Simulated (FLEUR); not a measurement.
**Mn3Sn: parallel and opposed starts**

Wanted: the moments of Mn3Sn and the energy of each order that was tried.

Main program and level: FLEUR MaX-R8.1; PBE; all-electron FLAPW, Dirac cores, scalar-relativistic bands.

**Measured values to reproduce.**

“Flat band-engineered spin-density wave and the emergent multi-k magnetic state in the topological kagome metal Mn3Sn” (2023, arxiv:2306.04312) quotes from earlier work for Mn3Sn, hexagonal kagome, inverse triangular antiferromagnet (bulk crystal): moment (ordered moment per Mn, earlier study) 3 ± 0.01 μB [literature value from an earlier study, temperature not stated; this work finds about …].

### Step 1. The starting structure

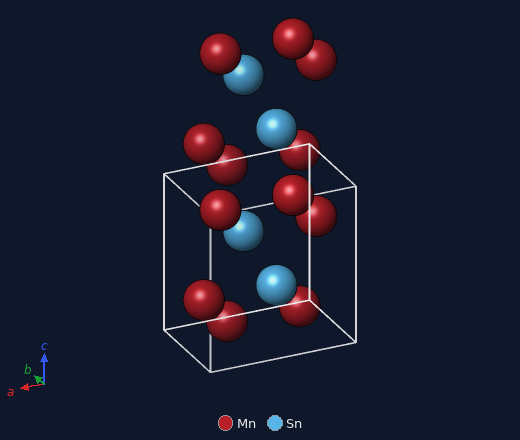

Start, viewed from a free direction; manganese red, tin blue. 1×1×2 cells are drawn.

Coordinates:

```
Mn Sn
1.0
     5.67000    0.00000    0.00000
    -2.83500    4.91036    0.00000
     0.00000    0.00000    4.53000
Mn Sn
6 2
Direct
  0.83300 0.66600 0.25000
  0.16700 0.83300 0.75000
  0.33400 0.16700 0.25000
  0.16700 0.33400 0.75000
  0.83300 0.16700 0.25000
  0.66600 0.83300 0.75000
  0.33333 0.66667 0.25000
  0.66667 0.33333 0.75000
```

### Step 2. Order 1, typed as ferro ++++++

The parallel start comes first: it shows whether parallel moments hold.

inpgen writes inp.xml from crystal.txt; cutoffs, mixing, functional, smearing and local orbitals are then set in the file. The k list default-1 (kpts.xml, not shown) is a Γ-centred 8×8×8 mesh; where the ranks do not divide the number of points, some are split in two of half the weight.

inp.xml reads:

```
<?xml version="1.0" encoding="UTF-8" standalone="no"?>
<fleurInput fleurInputVersion="0.39">
   <comment>
      Mn3Sn
   </comment>
   <calculationSetup>
      <cutoffs Kmax="3.6" Gmax="10.8" GmaxXC="10.8" numbands="0"/>
      <scfLoop itmax="90" minDistance="0.00002" maxIterBroyd="15" imix="Anderson" alpha="0.05" precondParam="0.0" spinf="2.0" sdNocoIR="T"/>
      <coreElectrons ctail="T" frcor="F" kcrel="0" coretail_lmax="0"/>
      <xcFunctional name="pbe" relativisticCorrections="F"/>
      <magnetism jspins="2"/>
      <soc l_soc="F" theta="0.0" phi="0.0" spav="F"/>
      <expertModes spex="0" secvar="F"/>
      <geometryOptimization l_f="F" forcealpha="1.0" forcemix="BFGS" epsdisp="0.00001" epsforce="0.00001"/>
      <ldaU l_linMix="F" mixParam="0.05" spinf="1.0"/>
   </calculationSetup>
   <cell>
      <bzIntegration valenceElectrons="118.0" mode="hist" fermiSmearingEnergy="0.00367493">
         <kPointListSelection listName="default-1"/>
         <xi:include xmlns:xi="http://www.w3.org/2001/XInclude" href="kpts.xml"> </xi:include>
      </bzIntegration>
      <xi:include xmlns:xi="http://www.w3.org/2001/XInclude" href="sym.xml"> </xi:include>
      <bulkLattice scale="1.0">
         <bravaisMatrix>
            <row-1>   10.7147471265197929    -0.0000000000188973     0.0000000000000000</row-1>
            <row-2>   -5.3573735632598964     9.2792432067017412     0.0000000000000000</row-2>
            <row-3>    0.0000000000000000     0.0000000000000000     8.5604593444379997</row-3>
         </bravaisMatrix>
      </bulkLattice>
   </cell>
   <atomSpecies>
      <species name="Manganese 3.500" element="Mn" atomicNumber="25">
         <mtSphere radius="2.57" gridPoints="849" logIncrement="0.014"/>
         <atomicCutoffs lmax="10" lnonsphr="8"/>
         <electronConfig flipSpins="F">
            <coreConfig>(1s1/2) (2s1/2) (2p1/2) (2p3/2)</coreConfig>
            <valenceConfig>(3s1/2) (3p1/2) (3p3/2) (4s1/2) (3d3/2) (3d5/2)</valenceConfig>
            <stateOccupation state="(3d3/2)" spinUp="1.25" spinDown="0.75"/>
            <stateOccupation state="(3d5/2)" spinUp="3.0" spinDown="0.0"/>
         </electronConfig>
         <energyParameters s="4" p="4" d="3" f="4"/>
         <lo type="SCLO" l="0" n="3" eDeriv="0"/>
         <lo type="SCLO" l="1" n="3" eDeriv="0"/>
      </species>
      <species name="Tin (Sn)" element="Sn" atomicNumber="50">
         <mtSphere radius="2.57" gridPoints="849" logIncrement="0.015"/>
         <atomicCutoffs lmax="10" lnonsphr="8"/>
         <electronConfig flipSpins="F">
            <coreConfig>(1s1/2) (2s1/2) (2p1/2) (2p3/2) (3s1/2) (3p1/2) (3p3/2) (4s1/2) (3d3/2) (3d5/2) (4p1/2) (4p3/2)</coreConfig>
            <valenceConfig>(5s1/2) (4d3/2) (4d5/2) (5p1/2) (5p3/2)</valenceConfig>
            <stateOccupation state="(5p1/2)" spinUp="0.333333" spinDown="0.333333"/>
            <stateOccupation state="(5p3/2)" spinUp="0.666667" spinDown="0.666667"/>
         </electronConfig>
         <energyParameters s="5" p="5" d="5" f="4"/>
         <lo type="SCLO" l="2" n="4" eDeriv="0"/>
      </species>
   </atomSpecies>
   <atomGroups>
      <atomGroup species="Manganese 3.500">
         <relPos label="                   1">-.1670000000 -.3340000000 1.000/4.000</relPos>
         <relPos label="                   2">.1670000000 -.1670000000 -1.000/4.000</relPos>
         <relPos label="                   3">.3340000000 .1670000000 1.000/4.000</relPos>
         <relPos label="                   4">.1670000000 .3340000000 -1.000/4.000</relPos>
         <relPos label="                   5">-.1670000000 .1670000000 1.000/4.000</relPos>
         <relPos label="                   6">-.3340000000 -.1670000000 -1.000/4.000</relPos>
         <force calculate="T" relaxXYZ="TTT"/>
      </atomGroup>
      <atomGroup species="Tin (Sn)">
         <relPos label="                   7">1.000/3.000 -1.000/3.000 1.000/4.000</relPos>
         <relPos label="                   8">-1.000/3.000 1.000/3.000 -1.000/4.000</relPos>
         <force calculate="T" relaxXYZ="TTT"/>
      </atomGroup>
   </atomGroups>
   <output dos="F" band="F" slice="F">
      <bandDOS minEnergy="-.5*Htr" maxEnergy="0.5*Htr" sigma="0.015" storeEVData="T"/>
      <plotting iplot="0" polar="F">
         <plot TwoD="T" vec1="  1.0  0.0  0.0" vec2="  0.0  1.0  0.0" vec3="  0.0  0.0  1.0" zero="  0.0  0.0  0.0" file="plot"/>
      </plotting>
      <moessbauerParams electricFieldGradient="F" isomerShift="F" coreHyperfine="F" valenceHyperfine="F"/>
   </output>
</fleurInput>
```

crystal.txt reads:

```
Mn3Sn
&input film=F cartesian=F /
5.67000000002  -0.00000000001  0.00000000000
-2.83500000001  4.91036403948  0.00000000000
0.00000000000  0.00000000000  4.53000000000
1.8897261246
1.0 1.0 1.0

8
25 0.83300000000  0.66600000000  0.25000000000 : 3.500
25 0.16700000000  0.83300000000  0.75000000000 : 3.500
25 0.33400000000  0.16700000000  0.25000000000 : 3.500
25 0.16700000000  0.33400000000  0.75000000000 : 3.500
25 0.83300000000  0.16700000000  0.25000000000 : 3.500
25 0.66600000000  0.83300000000  0.75000000000 : 3.500
50 0.33333333333  0.66666666667  0.25000000000
50 0.66666666667  0.33333333333  0.75000000000

&kpt div1=8 div2=8 div3=8 gamma=T /
```

On the command line:

```sh
$ OMP_NUM_THREADS=1 inpgen -f crystal.txt > inpgen.log  # inp.xml is then edited as shown
$ OMP_NUM_THREADS=1 mpirun -n 8 fleur_MPI > fleur.log
```

What it wrote:

```text
Welcome to FLEUR        (www.flapw.de)
      MaX-Release 8.1          (www.max-centre.eu)

 ========== k-point set info ==========
 Selected k-point list: default-1
 k-point list type: mesh
 0 x 0 x 0
 Number of k points: 56

 ------------Calculation Setup---------------------------
 Number of MPI-tasks      :            8
 Number of PE/node        :            8
 Number of OMP-threads    :            1
 k-points in parallel     :            8
 pe's per k-point         :            1
 No of k-point loops      :            7
 Eigenvalue solver        :       lapack
 Number of basis functions:          758
 Approximate size of matrices (H+S) per k-point:         0.009 GB
 --------------------------------------------------------
 Iteration:     1   Distance:       5.64102356 me/bohr^3
 Iteration:     2   Distance:       5.07423618 me/bohr^3
 Iteration:     3   Distance:       3.82371773 me/bohr^3
 Iteration:     4   Distance:       1.73358945 me/bohr^3
 Iteration:     5   Distance:       1.42681749 me/bohr^3
 Iteration:     6   Distance:       0.64703167 me/bohr^3
 Iteration:     7   Distance:       0.38332321 me/bohr^3
 Iteration:     8   Distance:       0.25645685 me/bohr^3
 Iteration:     9   Distance:       0.18162129 me/bohr^3
 Iteration:    10   Distance:       0.15221861 me/bohr^3
 Iteration:    11   Distance:       0.06127917 me/bohr^3
 Iteration:    12   Distance:       0.02966545 me/bohr^3
 Iteration:    13   Distance:       0.01991413 me/bohr^3
 Iteration:    14   Distance:       0.00610736 me/bohr^3
 Iteration:    15   Distance:       0.00579606 me/bohr^3
 Iteration:    16   Distance:       0.00579877 me/bohr^3
 Iteration:    17   Distance:       0.00565335 me/bohr^3
 Iteration:    18   Distance:       0.00098649 me/bohr^3
 Iteration:    19   Distance:       0.00040951 me/bohr^3
 Iteration:    20   Distance:       0.00013037 me/bohr^3
 Iteration:    21   Distance:       0.00023167 me/bohr^3
 Iteration:    22   Distance:       0.00005537 me/bohr^3
 Iteration:    23   Distance:       0.00001194 me/bohr^3

 ********************************************************************
 Run finished successfully
 Stop message:
   all done
 ********************************************************************

--- out.xml (last complete iteration) ---
<iteration numberForCurrentRun="   23" overallNumber="   23">
         [... left out ...]
         <bandgap value="0.0045307682" units="eV"/>
         <sumValenceSingleParticleEnergies value="-79.5710928830" units="Htr"/>
         <FermiEnergy value="0.3267498872" units="Htr"/>
         <valenceDensity>
            <mtCharges spin="1">
               <mtCharge atomType="1" total="8.7011220" s="1.2140088" p="3.2227603" d="4.2453704" f="0.0147170"/>
               <mtCharge atomType="2" total="6.0652970" s="0.5013713" p="0.5247042" d="5.0098552" f="0.0232960"/>
            </mtCharges>
            <mtCharges spin="2">
               <mtCharge atomType="1" total="5.5132131" s="1.2082714" p="3.2138585" d="1.0793670" f="0.0098278"/>
               <mtCharge atomType="2" total="6.2184197" s="0.5267353" p="0.6791468" d="4.9964636" f="0.0143103"/>
            </mtCharges>
            <spinDependentCharge spin="1" total="68.4177225" interstitial="4.0803963" mtSpheres="64.3373262"/>
            <spinDependentCharge spin="2" total="49.5822775" interstitial="4.0661593" mtSpheres="45.5161182"/>
            <totalCharge value="118.0000000000"/>
         </valenceDensity>
         [... left out ...]
         <allElectronCharges>
            <spinDependentCharge spin="1" total="134.4177225" interstitial="4.0820430" mtSpheres="130.3356794"/>
            <spinDependentCharge spin="2" total="115.5822775" interstitial="4.0678342" mtSpheres="111.5144433"/>
            <totalCharge value="249.9999999744"/>
         </allElectronCharges>
         <magneticMomentsInMTSpheres units="muBohr">
            <globalMagMoment atomType="1" vec="0.00000   0.00000   3.18791"/>
            <localMagMoment atomType="1" vec="0.00000   0.00000   3.18791"/>
            <globalMagMoment atomType="2" vec="0.00000   0.00000  -0.15311"/>
            <localMagMoment atomType="2" vec="0.00000   0.00000  -0.15311"/>
         </magneticMomentsInMTSpheres>
         <moessbauerParams unitsHFF="kG" unitsIS="e/bohr^3" unitsEFG="Htr/bohr^2">
         </moessbauerParams>
         <totalEnergy value="   -19310.1510071190" units="Htr">
            <sumOfEigenvalues value="   -11484.0038204325">
               <coreElectrons value="-11404.4327275495"/>
               <valenceElectrons value="-79.5710928830"/>
            </sumOfEigenvalues>
            <densityCoulombPotentialIntegral value="-30697.0220823556"/>
            <densityEffectivePotentialIntegral value="-31536.3103561958"/>
            <chargeDenXCDenIntegral value="-644.9335753676"/>
            <FockExchangeEnergyValence value="0.0000000000"/>
            <FockExchangeEnergyCore value="0.0000000000"/>
            <atomTypeDependentContributions atomType="1">
               <electronNucleiInteractionDifferentMTs value="8297.0036435157"/>
               <MadelungTerm value="-47.7684961480"/>
            </atomTypeDependentContributions>
            <atomTypeDependentContributions atomType="2">
               <electronNucleiInteractionDifferentMTs value="14977.6407339433"/>
               <MadelungTerm value="-46.6000527299"/>
            </atomTypeDependentContributions>
            <tkbTimesEntropy value="0.0079637544"/>
            <freeEnergy value="-19310.1589708733"/>
            <extrapolationTo0K value="-19310.1549889962"/>
         </totalEnergy>
         <densityConvergence units="me/bohr^3">
            <chargeDensity spin="1" distance="0.0000084558"/>
            <chargeDensity spin="2" distance="0.0000074794"/>
            <overallChargeDensity distance="0.0000119425"/>
            <spinDensity distance="0.0000105953"/>
         </densityConvergence>
      </iteration>
```

It took 2.3 min on 8 MPI ranks of Arm Neoverse V2, shared host; peak memory 0.71 GiB; 18 min of CPU time.

Spin moment in the muffin-tin sphere by atom:

| atom | spin moment in the muffin-tin sphere (μB) |
| --- | --- |
| Mn1 | 3.19 |
| Mn2 | 3.19 |
| Mn3 | 3.19 |
| Mn4 | 3.19 |
| Mn5 | 3.19 |
| Mn6 | 3.19 |
| Sn7 | -0.15 |
| Sn8 | -0.15 |

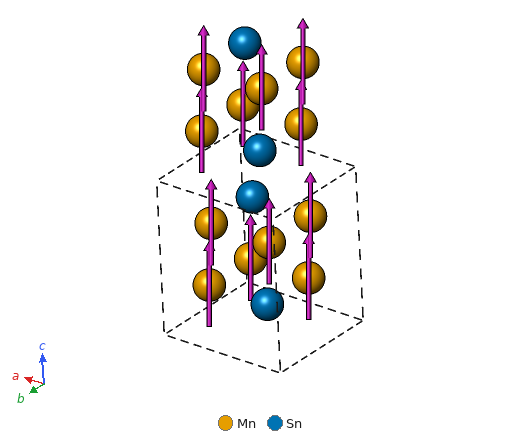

Spin moment in the muffin-tin sphere as arrows, the longest 3.19 μB. Up and down stand for the sign. Arrows give size and sign along the axis of quantisation, drawn up and down the page. 1×1×2 cells are drawn.

Numbers from this step:

| Property | Result |
| --- | --- |
| free energy | -525456.1942 eV |
| program's band gap on this mesh (in a metal only a level spacing) | 0.004531 eV |
| net moment | 18.84 μB |
| final state | ferromagnetic, with opposed induced moments |

After 23 cycles the largest moment stands at 3.19 μB.

(Continued in part 2 of 3.)

[Logs and program files are shortened in this print: banners, set-up blocks, solver, clock and traceback lines can be left out without a mark of their own.]

[Logs are printed without paths, hosts, clocks, repeated set-up lines and the standing remarks that a program may print on its own settings, such as how far it seeks lower states.]

[Hosts, paths, dates, database ids (printed as entryN), source tags and the programs' standing remarks are cut or masked in the printed files.]

[Where a cell is said to come from a database of computed structures, the database is the Materials Project.]
